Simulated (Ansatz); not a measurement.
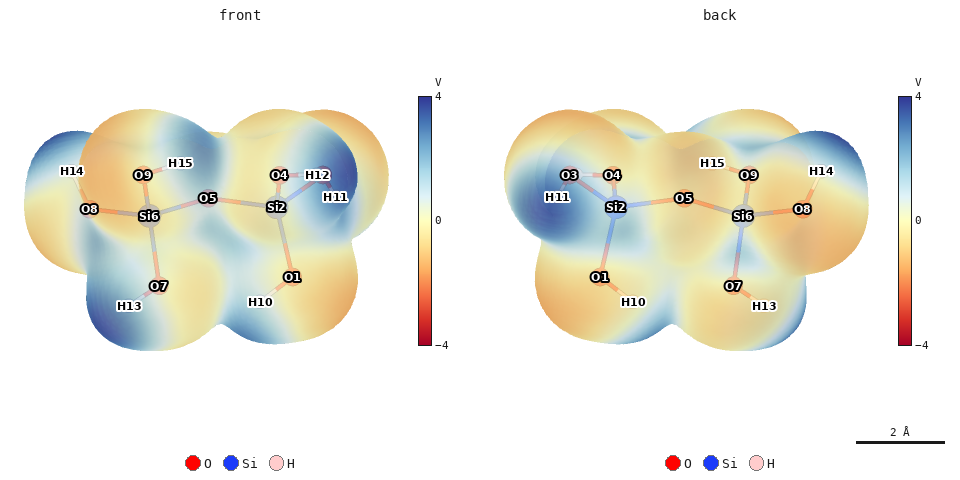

Figure. H$_{6}$O$_{7}$Si$_{2}$. The electrostatic potential painted on the density surface at 0.004 e/bohr³, seen from the front and from behind; the colour scale runs from red (negative) to blue (positive).

Geometry: PBE0-D4/def2-TZVP.

All numbers below come from Ansatz 0.2.0, RKS PBE0-D4/def2-TZVPPD.

```
atom    x (Å)    y (Å)    z (Å)
   O  -1.7215  -1.4913  -0.0971
  Si  -0.0943  -1.4051  -0.0695
   O   0.4871  -2.5061  -1.1084
   O   0.5561  -1.6939   1.4080
   O   0.3884   0.1141  -0.3992
  Si   0.1907   1.4521   0.5065
   O  -1.4258   1.4850   0.7809
   O   0.6071   2.8179  -0.2621
   O   1.0837   1.3423   1.8653
   H  -2.1619  -0.6822   0.1843
   H  -0.0186  -2.6528  -1.9090
   H   0.4082  -2.5573   1.7961
   H  -1.7733   2.2159   1.2937
   H   1.5293   3.0741  -0.2171
   H   1.1858   0.4433   2.1958
```

> Describe the electrostatic potential map.

The most negative region (about −1.4 V, or −32 kcal/mol for a unit charge) lies over O1, O3, O8 and O9, the most positive (about +3.7 V, or +85 kcal/mol for a unit charge) over H11, H12, H13 and H14.
